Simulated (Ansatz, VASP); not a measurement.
# Cross-check of ZnO (zincite) between VASP and Ansatz

One calculation is typed for both programs; each brings its own data sets. How far apart do they land? Valence electrons are named where the data sets of a main pair hold unlike numbers.

Calculated with Ansatz 0.2.0; plane waves, with VASP 6.6.1 beside it; band structure at HSE06.

**1. Starting point**

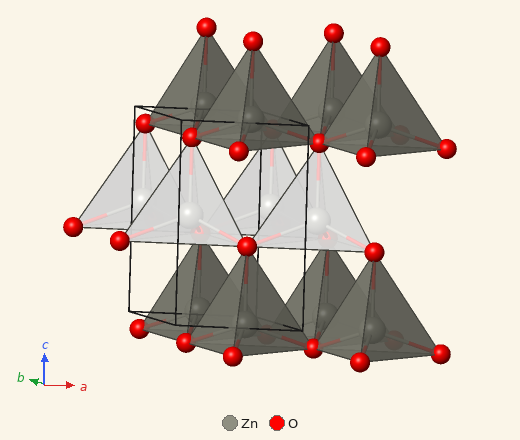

The cell as given, slightly off an axis (zinc grey, oxygen red). 2×2×1 cells are drawn. Some periodic images of atoms are drawn too.

Coordinates:

```xyz
4
Lattice="3.2493 0.0000 0.0000 -1.6247 2.8140 0.0000 0.0000 0.0000 5.2057" Properties=species:S:1:pos:R:3 pbc="T T T"
Zn    0.0000    1.8760    2.6029
Zn    1.6247    0.9380    0.0000
O     1.6247    0.9380    1.9730
O     0.0000    1.8760    4.5759
```

**2. VASP: band structure, HSE06**

The same path points are solved in both programs, so levels can be compared one by one.

Lines of VASP's logs that name or quote its potential files are left out, and so is its time.

The run reads the wave functions of an earlier VASP run, which isn't shown here.

Input file INCAR:

```
SYSTEM = ZnO
PREC = Accurate
ENCUT = 520
EDIFF = 1E-06
NELM = 100
ISMEAR = 0
SIGMA = 0.02
LREAL = .FALSE.
ALGO = Normal
LHFCALC = .TRUE.
AEXX = 0.25
GGA = PE
HFSCREEN = 0.2
LASPH = .TRUE.
NBANDS = 24
PRECFOCK = Fast
LORBIT = 11
LWAVE = .FALSE.
LCHARG = .FALSE.
KPAR = 8
```

Input file POSCAR:

```
ZnO
1.0
    3.2493080000      0.0000000000      0.0000000000
   -1.6246540000      2.8139832727      0.0000000000
    0.0000000000      0.0000000000      5.2057090000
Zn O
2 2
Direct
    0.3333333333      0.6666666667      0.5000000000
    0.6666666667      0.3333333333      0.0000000000
    0.6666666667      0.3333333333      0.3790100000
    0.3333333333      0.6666666667      0.8790100000
```

Input file KPOINTS:

```
Automatic mesh
0
Gamma
5 5 3
0 0 0
```

Input file KPOINTS_OPT:

```
Line mode
6
Line-mode
Reciprocal
  0.00000000   0.00000000   0.00000000 GAMMA
  0.50000000   0.00000000   0.00000000 M

  0.50000000   0.00000000   0.00000000 M
  0.33333333   0.33333333   0.00000000 K

  0.33333333   0.33333333   0.00000000 K
  0.00000000   0.00000000   0.00000000 GAMMA

  0.00000000   0.00000000   0.00000000 GAMMA
  0.00000000   0.00000000   0.50000000 A

  0.00000000   0.00000000   0.50000000 A
  0.50000000   0.00000000   0.50000000 L

  0.50000000   0.00000000   0.50000000 L
  0.33333333   0.33333333   0.50000000 H

  0.33333333   0.33333333   0.50000000 H
  0.00000000   0.00000000   0.50000000 A

  0.50000000   0.00000000   0.50000000 L
  0.50000000   0.00000000   0.00000000 M

  0.33333333   0.33333333   0.00000000 K
  0.33333333   0.33333333   0.50000000 H
```

Potentials, in the order of the species: Zn and O (PBE family, release 64).

On the command line:

```sh
$ mpirun -np 8 vasp_std
```

Numbers of over 12 decimals in the logs are rounded to 6 here.

Log:

```text
[banner, memory and clock lines left out]
running    8 mpi-ranks, on    1 nodes
 distrk:  each k-point on    1 cores,    8 groups
 distr:  one band on    1 cores,    1 groups

 POSCAR found type information on POSCAR ZnO
 POSCAR found :  2 types and       4 ions
|                                                                             |
|           W    W    AA    RRRRR   N    N  II  N    N   GGGG   !!!           |
|           W    W   A  A   R    R  NN   N  II  NN   N  G    G  !!!           |
|           W    W  A    A  R    R  N N  N  II  N N  N  G       !!!           |
|           W WW W  AAAAAA  RRRRR   N  N N  II  N  N N  G  GGG   !            |
|           WW  WW  A    A  R   R   N   NN  II  N   NN  G    G                |
|           W    W  A    A  R    R  N    N  II  N    N   GGGG   !!!           |
|                                                                             |
|     For optimal performance we recommend to set                             |
|       NCORE = 2 up to number-of-cores-per-socket                            |
|     NCORE specifies how many cores store one orbital (NPAR=cpu/NCORE).      |
|     This setting can greatly improve the performance of VASP for DFT.       |
|     The default, NCORE=1 might be grossly inefficient on modern             |
|     multi-core architectures or massively parallel machines. Do your        |
|     Unfortunately you need to use the default for GW and RPA                |
|     calculations (for HF NCORE is supported but not extensively tested      |
|     yet).                                                                   |
|                                                                             |

 LDA part: xc-table for (Slater+PW92), standard interpolation
 found WAVECAR, reading the header
 POSCAR, INCAR and KPOINTS ok, starting setup
 FFT: planning ... GRIDC
 FFT: planning ... GRID_SOFT
 FFT: planning ... GRID
 reading WAVECAR
 the WAVECAR file was read successfully
 initial charge from wavefunction
 entering main loop
       N       E                     dE             d eps       ncg     rms          rms(c)
DAV:   1    -0.227729877535E+02   -0.22773E+02   -0.12319E+00   600   0.389E+01    0.245E+00
DAV:   2    -0.227524456868E+02    0.20542E-01   -0.54800E-01   584   0.129E+01    0.836E-01
DAV:   3    -0.227529601839E+02   -0.51450E-03   -0.47081E-02   680   0.372E+00    0.444E-01
DAV:   4    -0.227529795123E+02   -0.19328E-04   -0.52042E-03   544   0.534E-01    0.244E-01
DAV:   5    -0.227527165537E+02    0.26296E-03   -0.22963E-04   712   0.251E-01    0.141E-01
DAV:   6    -0.227526277166E+02    0.88837E-04   -0.59208E-05   752   0.124E-01    0.837E-02
DAV:   7    -0.227526015141E+02    0.26202E-04   -0.22132E-05   600   0.465E-02    0.503E-02
DAV:   8    -0.227525934050E+02    0.81091E-05   -0.60377E-06   512   0.266E-02    0.298E-02
DAV:   9    -0.227525906399E+02    0.27651E-05   -0.15344E-06   368   0.127E-02    0.177E-02
DAV:  10    -0.227525897278E+02    0.91211E-06   -0.89293E-07   352   0.941E-03
   1 F= -.22752590E+02 E0= -.22752590E+02  d E =-.121007E-36
 Start KPOINTS_OPT (optional k-point list driver)
k-point batch [1-10\54]
       N       E                     dE             ncg
DAV:   1     0.117128355262E+04   -0.83886E+04      480
DAV:   2    -0.190811394596E+04   -0.30794E+04      528
DAV:   3    -0.222116175487E+04   -0.31305E+03      544
DAV:   4    -0.222952647369E+04   -0.83647E+01      576
DAV:   5    -0.222960709634E+04   -0.80623E-01      608
DAV:   6    -0.222960782632E+04   -0.72999E-03      576
DAV:   7    -0.222960783468E+04   -0.83550E-05      576
DAV:   8    -0.222960783480E+04   -0.12516E-06      400
[...]
k-point batch [51-54\54]
       N       E                     dE             ncg
DAV:   1     0.876629976296E+04   -0.55680E+04      192
DAV:   2     0.755622945207E+04   -0.12101E+04      208
DAV:   3     0.742801424075E+04   -0.12822E+03      224
DAV:   4     0.742457286757E+04   -0.34414E+01      216
DAV:   5     0.742454398987E+04   -0.28878E-01      224
DAV:   6     0.742454377075E+04   -0.21911E-03      224
DAV:   7     0.742454376877E+04   -0.19835E-05      176
DAV:   8     0.742454376873E+04   -0.38610E-07      136
```

Parts of OUTCAR (step 2):

```text
ion  position               nearest neighbor table
   1  0.333  0.667  0.500-   4 1.97   3 1.98   3 1.98   3 1.98
   2  0.667  0.333  0.000-   3 1.97   4 1.98   4 1.98   4 1.98
   3  0.667  0.333  0.379-   2 1.97   1 1.98   1 1.98   1 1.98
   4  0.333  0.667  0.879-   1 1.97   2 1.98   2 1.98   2 1.98

  LATTYP: Found a hexagonal cell.
 ALAT       =     3.2493080000
 C/A-ratio  =     1.6020977390

 Subroutine GETGRP returns: Found 12 space group operations
 (whereof  6 operations were pure point group operations)

The static configuration has the point symmetry C_3v.
 The point group associated with its full space group is C_6v.

 Found     10 irreducible k-points:

   k-points           NKPTS =     10   k-points in BZ     NKDIM =     75   number of bands    NBANDS=     24

   dimension x,y,z NGX =    24 NGY =   24 NGZ =   40
   dimension x,y,z NGXF=    48 NGYF=   48 NGZF=   80

   ENCUT  =  520.0 eV  38.22 Ry    6.18 a.u.   6.04  6.04  9.68*2*pi/ulx,y,z

   NELECT =      36.0000    total number of electrons

 k-points in reciprocal lattice and weights: Automatic mesh
   0.00000000  0.00000000  0.00000000       0.013
   0.20000000 -0.00000000  0.00000000       0.080
   0.40000000 -0.00000000  0.00000000       0.080
   0.20000000  0.20000000  0.00000000       0.080
   0.40000000  0.20000000  0.00000000       0.080
   0.00000000  0.00000000  0.33333333       0.027
   0.20000000 -0.00000000  0.33333333       0.160
   0.40000000 -0.00000000  0.33333333       0.160
   0.20000000  0.20000000  0.33333333       0.160
   0.40000000  0.20000000  0.33333333       0.160

  exchange ACFDT corr.  =         0.00000000  see jH, gK, PRB 81, 115126

 average (electrostatic) potential at core
       1 -28.2515       2 -28.2515       3 -66.8613       4 -66.8613

 E-fermi :   0.1036

 k-point     1 :       0.0000    0.0000    0.0000
  band No.  band energies     occupation
    ...
     14      -0.9405      2.00000
     15      -0.9405      2.00000
     16      -0.1307      2.00000
     17      -0.0718      2.00000
     18      -0.0718      2.00000
     19       2.4313      0.00000
     20       7.1444      0.00000
     21      10.2926      0.00000
     22      14.9274      0.00000
     23      14.9274      0.00000
    ...

 k-point     2 :       0.2000   -0.0000    0.0000
  band No.  band energies     occupation
    ...
     14      -2.2693      2.00000
     15      -1.4861      2.00000
     16      -1.4582      2.00000
     17      -0.4298      2.00000
     18      -0.3534      2.00000
     19       4.2889      0.00000
     20       8.5906      0.00000
     21      10.1451      0.00000
     22      12.2714      0.00000
     23      14.2967      0.00000
    ...

 k-point     3 :       0.4000   -0.0000    0.0000
  band No.  band energies     occupation
    ...
     14      -3.8357      2.00000
     15      -2.9791      2.00000
     16      -2.3162      2.00000
     17      -1.2321      2.00000
     18      -0.8497      2.00000
     19       6.8938      0.00000
     20       9.3009      0.00000
     21       9.4799      0.00000
     22      10.7301      0.00000
     23      12.9799      0.00000
    ...

  energy-cutoff  :      520.00
  volume of cell :       47.60
      direct lattice vectors                 reciprocal lattice vectors
     3.249308000  0.000000000  0.000000000     0.307757836  0.177684070  0.000000000
    -1.624654000  2.813983273  0.000000000     0.000000000  0.355368139  0.000000000
     0.000000000  0.000000000  5.205709000     0.000000000  0.000000000  0.192096792

 POSITION                                       TOTAL-FORCE (eV/Angst)
 -----------------------------------------------------------------------------------
     -0.00000      1.87599      2.60285        -0.000000     -0.000000     -0.082412
      1.62465      0.93799      0.00000         0.000000      0.000000     -0.082412
      1.62465      0.93799      1.97302        -0.000000      0.000000      0.082412
     -0.00000      1.87599      4.57587         0.000000      0.000000      0.082412
 -----------------------------------------------------------------------------------
    total drift:                               -0.000003      0.000000     -0.001947

  FREE ENERGIE OF THE ION-ELECTRON SYSTEM (eV)
  ---------------------------------------------------
  free  energy   TOTEN  =       -22.7525897278 eV

  energy  without entropy=      -22.7525897278  energy(sigma->0) =      -22.75258973

 total charge
# of ion       s       p       d       tot
------------------------------------------
    1        0.424   0.482   9.938  10.844
    2        0.424   0.482   9.938  10.844
    3        1.549   3.500   0.000   5.049
    4        1.549   3.500   0.000   5.049
--------------------------------------------------
tot          3.946   7.964  19.876  31.787

[... 3 further parts left out ...]
```

[end of part 1 of 2]

[Lines on the potential files, build, host, timing and source positions are cut from VASP's logs without a mark.]

[Logs are printed without paths, hosts, clocks, repeated set-up lines and the standing remarks that a program may print on its own settings, such as how far it seeks lower states.]

[Hosts, paths, dates, database ids (printed as entryN), source tags and the programs' standing remarks are cut or masked in the printed files.]
